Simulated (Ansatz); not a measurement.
Consider BP in the zinc blende structure (space group F-43m, No. 216; a = 4.548 Å).

Perturbation: every lattice vector is stretched by 3.28 %, atoms relaxed at fixed cell.

Method: PBE (Ansatz, a quantum-chemistry and plane-wave program; PAW; 420 eV plane waves; no SOC), earlier PAW set.

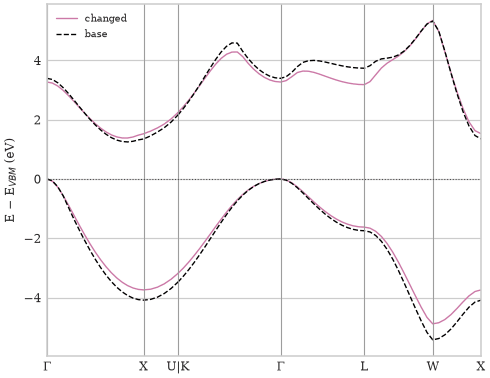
Highest valence and lowest conduction band along the path, each from its own valence-band maximum

The gap is 1.38 eV, indirect, Γ → Γ–X (83 % along); the base has 1.25 eV.

The cells carry an imposed strain or load. Stability against distortions was not tested.
